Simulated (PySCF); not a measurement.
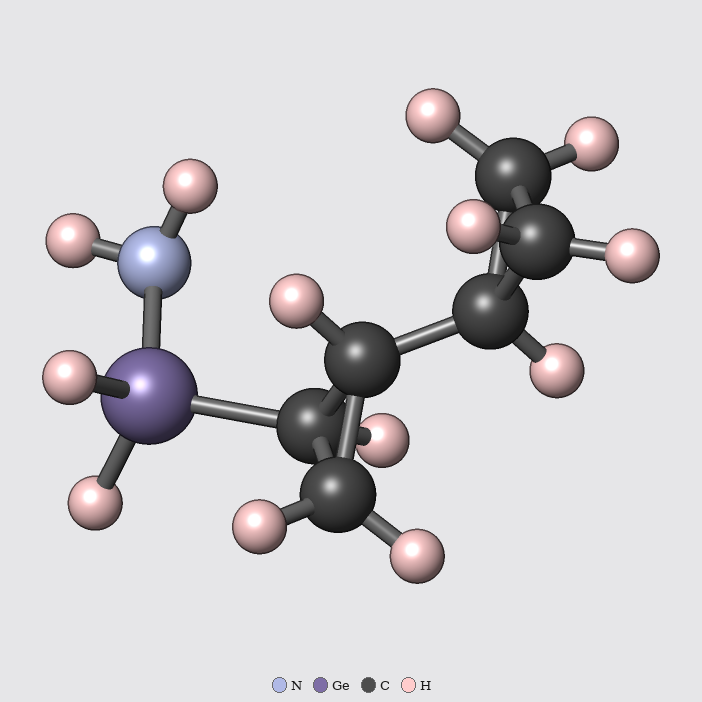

(Drawn from a calculation with PySCF.)

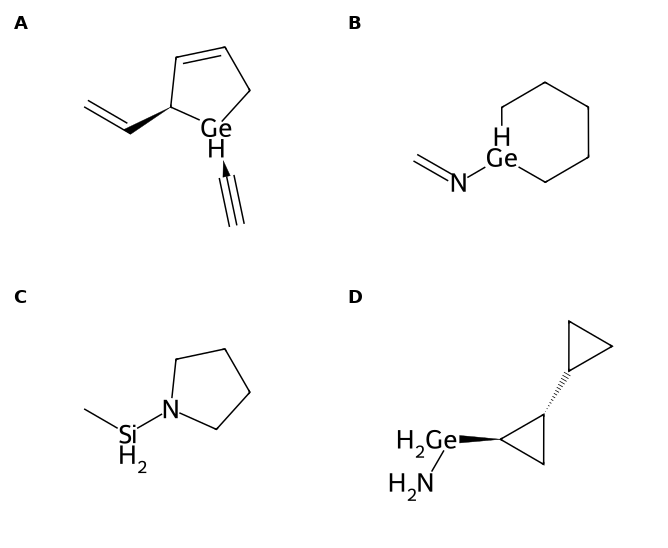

**Which structural formula matches the 3D model?**

D, `[NH2][GeH2][C@@H]1C[C@H]1C1CC1`.
